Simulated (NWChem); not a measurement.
# SiH3F (SMILES F[SiH3]) at 3 levels

Wanted: a comparison of 3 runs (B3LYP/def2-TZVPP, M06-L/def2-TZVPP, PBE0/def2-TZVPP) of SiH3F. 

The results are computed with NWChem 7.3.0.

## Step 1: The system as given

SiH3F: 5 atoms, total charge 0, spin state singlet. SMILES: `F[SiH3]`. The Si2–H3 distance was set to 3.260 Å, away from the relaxed value. At this shape a bond of the SMILES string is far longer than usual.

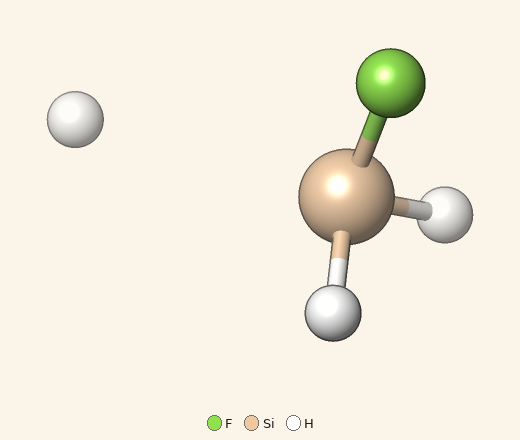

Viewed from a chosen angle; fluorine green, silicon light orange, hydrogen white.

## Step 2: The energy at B3LYP/def2-TZVPP (run 1)

File fh3si.nw:

```
start fh3si
memory 2200 mb
charge 0

geometry units angstroms noautosym nocenter noautoz
F    -0.781271    0.370764    2.553632
Si    0.536629    0.188664    1.664932
H    -0.367800   -0.192600   -1.443700
H     1.261929   -1.009936    2.147232
H     1.373829    1.401364    1.819032
end

basis spherical bse
* library def2-TZVPP
end

dft
xc b3lyp
grid fine
convergence energy 1e-08
iterations 100
mulliken
end

task dft
```

Command:

```sh
nwchem fh3si.nw > fh3si.out
```

The program printed:

```text
[...]
          Wavefunction type:  closed shell.
          No. of atoms     :     5
          No. of electrons :    26
[...]
          Charge           :     0
          Spin multiplicity:     1
[...]
          AO basis - number of functions:   115
[...]
              XC Information
              --------------
                         B3LYP Method XC Potential
                     Hartree-Fock (Exact) Exchange  0.200
                        Slater Exchange Functional  0.800 local
                    Becke 1988 Exchange Functional  0.720 non-local
              Lee-Yang-Parr Correlation Functional  0.810
                  VWN I RPA Correlation Functional  0.190 local
[...]
 d= 0,ls=0.0,diis     1   -391.0080973425 -4.50D+02  1.40D-02  7.88D-01     1.6
[...]
 d= 0,ls=0.0,diis    13   -391.1051782891 -1.37D-10  1.78D-08  5.92D-12    16.2
         Total DFT energy =     -391.105178289119
      One electron energy =     -659.720274687526
           Coulomb energy =      241.586576662762
    Exchange-Corr. energy =      -32.383530029481
 Nuclear repulsion energy =       59.412049765126
[...]
      Total Density - Mulliken Population Analysis
     ---------------------------------------------
    Atom       Charge   Shell Charges
 -----------   ------   -------------------------------------------------------
    1 F    9     9.28   0.77  1.20  0.61  0.97  0.34  2.29  2.12  0.96  0.00  0.01  0.00
    2 Si  14    13.50   2.00  0.57  1.39  0.95  0.43  4.13  1.68  0.57  1.05  0.35  0.01  0.16  0.16  0.05
    3 H    1     1.17   0.17  0.41  0.59 -0.00  0.00  0.00
    4 H    1     1.02   0.25  0.52  0.24  0.00  0.01  0.00
    5 H    1     1.02   0.25  0.52  0.24  0.00  0.01  0.00
[...]
```

Run time: 17 s. Hardware: 1 thread of Intel Xeon 6975P-C (Granite Rapids), shared host; peak memory 0.12 GiB.

## Step 3: A single-point energy at M06-L/def2-TZVPP (run 2)

File a.nw:

```
start a
title "FH3Si energy"
memory 2200 mb
geometry noautosym nocenter noautoz
 F     -0.781271     0.370764     2.553632
 Si     0.536629     0.188664     1.664932
 H     -0.367800    -0.192600    -1.443700
 H      1.261929    -1.009936     2.147232
 H      1.373829     1.401364     1.819032
end
basis spherical bse
 * library def2-TZVPP
end
dft
 xc m06-l
 grid fine
 convergence energy 1e-08
 iterations 100
 mulliken
end
task dft energy
```

Command:

```sh
nwchem a.nw > a.out
```

The program printed:

```text
[...]
          Wavefunction type:  closed shell.
          No. of atoms     :     5
          No. of electrons :    26
[...]
          Charge           :     0
          Spin multiplicity:     1
[...]
          AO basis - number of functions:   115
[...]
              XC Information
              --------------
                        M06-L Method XC Functional
                         M06-L Exchange Functional  1.000
                       M06-L Correlation Potential  1.000
[...]
 d= 0,ls=0.0,diis     1   -390.9719452430 -4.50D+02  1.51D-02  6.24D-01     2.8
[...]
 d= 0,ls=0.0,diis    15   -391.0587611903 -5.93D-09  3.26D-07  1.19D-09    32.0
         Total DFT energy =     -391.058761190310
      One electron energy =     -659.793996778848
           Coulomb energy =      241.690901285387
    Exchange-Corr. energy =      -32.367715461975
 Nuclear repulsion energy =       59.412049765126
[...]
      Total Density - Mulliken Population Analysis
     ---------------------------------------------
    Atom       Charge   Shell Charges
 -----------   ------   -------------------------------------------------------
    1 F    9     9.32   0.77  1.20  0.62  1.00  0.36  2.25  2.21  0.90  0.00  0.01  0.00
    2 Si  14    13.57   2.00  0.59  1.38  0.93  0.42  4.11  1.71  0.53  1.19  0.31  0.01  0.16  0.18  0.05
    3 H    1     1.18   0.16  0.42  0.60 -0.00  0.00  0.00
    4 H    1     0.96   0.25  0.54  0.17  0.00  0.01  0.00
    5 H    1     0.96   0.25  0.54  0.17  0.00  0.01  0.00
[...]
```

Run time: 33 s. Hardware: 1 thread of Intel Xeon 6975P-C (Granite Rapids), shared host; peak memory 0.11 GiB.

## Step 4: A single-point energy at PBE0/def2-TZVPP (run 3)

File run.py:

```python
from ase import Atoms
from ase.calculators.nwchem import NWChem

system = Atoms(['F', 'Si', 'H', 'H', 'H'], positions=[
    [-0.781271, 0.370764, 2.553632],
    [0.536629, 0.188664, 1.664932],
    [-0.367800, -0.192600, -1.443700],
    [1.261929, -1.009936, 2.147232],
    [1.373829, 1.401364, 1.819032],
])

calc = NWChem(
    label='fh3si',
    theory='dft',
    memory='2200 mb',
    basis='def2-TZVPP',
    basispar='spherical bse',
    dft={'xc': 'pbe0', 'mult': '1', 'grid': 'fine', 'convergence': 'energy 1e-08', 'iterations': '100', 'mulliken': None},
    task='energy',
)
system.calc = calc

e = system.get_potential_energy()
print(f"E = {e:.6f} eV")
print("dipole (e A):", system.get_dipole_moment().round(4))
```

Command:

```sh
export ASE_NWCHEM_COMMAND="nwchem PREFIX.nwi > PREFIX.nwo"
python run.py
```

The program printed:

```text
E = -10635.524758 eV
dipole (e A): [0.3697 0.0341 0.3766]
```

The calculator wrote fh3si.nwi:

```
title "fh3si"

permanent_dir fh3si

scratch_dir fh3si

start fh3si

geometry units angstrom nocenter noautosym noautoz
  F  -7.8127100000000005e-01 3.7076399999999998e-01 2.5536319999999999e+00
  Si 5.3662900000000002e-01 1.8866400000000000e-01 1.6649320000000001e+00
  H  -3.6780000000000002e-01 -1.9259999999999999e-01 -1.4437000000000000e+00
  H  1.2619290000000001e+00 -1.0099359999999999e+00 2.1472319999999998e+00
  H  1.3738290000000000e+00 1.4013640000000001e+00 1.8190320000000000e+00
end

memory 2200 mb

basis spherical bse noprint
   * library def2-TZVPP
end

dft
  xc pbe0
  mult 1
  grid fine
  convergence energy 1e-08
  iterations 100
  mulliken
end

task dft energy
```

fh3si.nwo:

```text
Northwest Computational Chemistry Package (NWChem) 7.3.0
             --------------------------------------------------------

           Job information
           ---------------

    nwchem branch   = 7.3.0
    use scalapack   = T
    input           = fh3si.nwi
    prefix          = fh3si.
    data base       = fh3si/fh3si.db
    status          = startup
    nproc           =        1

           Memory information
           ------------------

    heap     =     72089596 doubles =      550.0 Mbytes
    stack    =     72089601 doubles =      550.0 Mbytes
    global   =    144179200 doubles =     1100.0 Mbytes (distinct from heap & stack)
    total    =    288358397 doubles =     2200.0 Mbytes
    verify   = yes
    hardfail = no

           Directory information
           ---------------------

  0 permanent = fh3si
  0 scratch   = fh3si

                                NWChem Input Module
                                -------------------

                                       fh3si
                                       -----

[... 80 lines left out ...]
  convergence criterion.
[... 17 lines left out ...]
          Convergence on energy requested:  1.00D-08
[... 1 line left out ...]
          Convergence on gradient requested:  5.00D-04
[... 23 lines left out ...]
          Convergence Information
[... 2 lines left out ...]
          total energy or number of iterations.
[... 27 lines left out ...]
 1-e energy   =    -659.131248
[... 27 lines left out ...]
   convergence    iter        energy       DeltaE   RMS-Dens  Diis-err    time
[... 16 lines left out ...]
      One electron energy =     -659.725741157077
[... 1 line left out ...]
    Exchange-Corr. energy =      -32.119385059426
[... 6 lines left out ...]
                       DFT Final Molecular Orbital Analysis
[... 834 lines left out ...]
    Atom       Charge   Shell Charges
 -----------   ------   -------------------------------------------------------
    1 F    9     8.98   0.86  1.10  0.60  0.71  0.39  2.13  2.15  1.02  0.00  0.01  0.00
    2 Si  14    13.67   2.00  0.84  1.09  0.54  0.40  3.84  1.87  0.65  0.99  0.63  0.01  0.19  0.42  0.19
    3 H    1     1.14   0.17  0.42  0.55  0.00  0.00  0.00
    4 H    1     1.11   0.24  0.48  0.31  0.01  0.07  0.01
    5 H    1     1.11   0.24  0.48  0.31  0.01  0.07  0.01

 center of mass
 --------------
 x =   0.09282699 y =   0.47329493 z =   3.69022837

 moments of inertia (a.u.)
 ------------------
          87.044789569395           9.137053731134          42.562821919814
           9.137053731134         157.252055348065         -10.661151432661
          42.562821919814         -10.661151432661          95.316230001419

     Multipole analysis of the density
     ---------------------------------

     L   x y z        total         alpha         beta         nuclear
     -   - - -        -----         -----         ----         -------
     0   0 0 0     -0.000000    -13.000000    -13.000000     26.000000

     1   1 0 0      0.698638     -2.248417     -2.248417      5.195471
[... 8 lines of this table left out ...]
     2   0 0 2    -15.751597   -199.822398   -199.822398    383.893198

 Task  times  cpu:       16.1s     wall:       16.1s
 Total times  cpu:       16.1s     wall:       16.1s
```

Wall time 17 s (1 thread of Intel Xeon 6975P-C (Granite Rapids), shared host); peak memory 0.12 GiB.

## Step 5: Overview of the runs

```
run             level  energy (Eh)  dipole moment (D)  HOMO energy (eV)  LUMO energy (eV)  wall time
  1  B3LYP/def2-TZVPP  -391.105178               2.56             -6.61             -4.11       17 s
  2  M06-L/def2-TZVPP  -391.058761               2.68             -6.09             -4.48       33 s
  3   PBE0/def2-TZVPP  -390.848329               2.54             -6.71             -3.89       17 s
```

## Step 6: What came out

```
            quantity          value
 run 3: total energy  -390.84833 Eh
run 3: dipole moment         2.54 D
  run 3: HOMO energy       -6.71 eV
  run 3: LUMO energy       -3.89 eV
run 3: HOMO–LUMO gap        2.83 eV
```

In words: The dipole moment (its size) runs from 2.54 D (PBE0/def2-TZVPP) to 2.68 D (M06-L/def2-TZVPP). The HOMO–LUMO gap runs from 1.61 eV (M06-L/def2-TZVPP) to 2.83 eV (PBE0/def2-TZVPP). Totals of different functionals can't be ranked against each other. In runs 1, 2, 3 a closed-shell determinant meets a far-stretched bond, which it describes badly. All runs together took 67 s, the longest 33 s.
